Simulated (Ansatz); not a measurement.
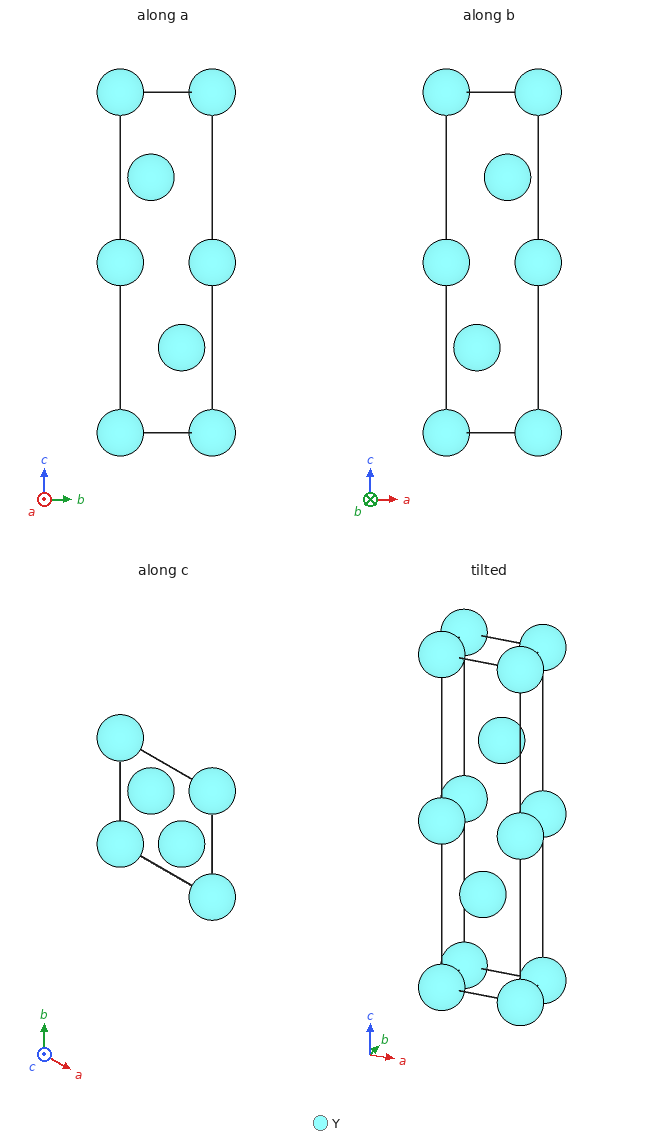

This spheres-only model is shown along the a axis, along the b axis, along the c axis and slightly off an axis. Atoms at the boundary of the conventional unit cell (the box) are drawn once for each face, edge or corner they touch.

Lattice parameters: a = 3.5046 Å, b = 3.5046 Å, c = 11.2456 Å, α = 90.000°, β = 90.000°, γ = 120.000°.

Question: Put the structure into a CIF in P1 with every atom of the cell.

Answer:
```cif
data_structure
_symmetry_space_group_name_H-M 'P 1'
_symmetry_Int_Tables_number 1
_cell_length_a 3.5046
_cell_length_b 3.5046
_cell_length_c 11.2456
_cell_angle_alpha 90.000
_cell_angle_beta 90.000
_cell_angle_gamma 120.000
_cell_volume 119.62
loop_
_atom_site_label
_atom_site_type_symbol
_atom_site_fract_x
_atom_site_fract_y
_atom_site_fract_z
_atom_site_occupancy
Y1 Y 0.0000 0.0000 0.0000 1
Y2 Y 0.0000 0.0000 0.5000 1
Y3 Y 0.3333 0.6667 0.2500 1
Y4 Y 0.6667 0.3333 0.7500 1
```

The initial geometry was a structure type filled with this element by a generator (whether the element takes this form wasn't checked). Earlier steps of the study may have refined or changed the cell and positions. A calculation with Ansatz used it as input.

At this level of theory the cell isn't at rest (compressed, at 6 GPa), so its distances can differ from those at equilibrium, the more so the softer the solid.
